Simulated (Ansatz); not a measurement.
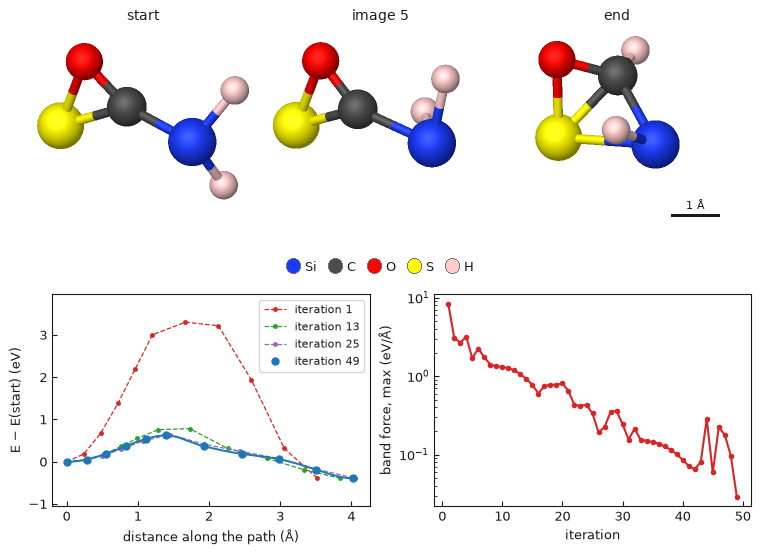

A search for the minimum-energy path of CH$_{2}$OSSi by the nudged elastic band. Images are numbered from 0 (start) to 10 (end). The plot follows the band through its iterations. A ball-and-stick model, seen at a tilt.

Method: RKS B3LYP-D4/def2-SVP (Ansatz 0.2.0). Settings: 9 movable images; climbing image; force threshold 0.03 eV/Å; iteration limit 60; optimiser FIRE; starting path through a guess of the saddle point.

Judge this run.

The run is converged, with reservations. The band converged in 49 iterations. The largest component of the band force went from 8.4 to 0.029 eV/Å. The climbing image converged on the top of the path. Its curvatures weren't checked. The first iteration put the highest image at 3.30 eV. Forward barrier 0.62 eV, backward barrier 1.01 eV, with image 5 at the top; the reaction energy is −0.39 eV.

The run took 6.6 min on 1 thread of AMD EPYC 9R45 96-Core Processor (Zen 5), with other jobs on the host, peak memory 0.18 GiB.
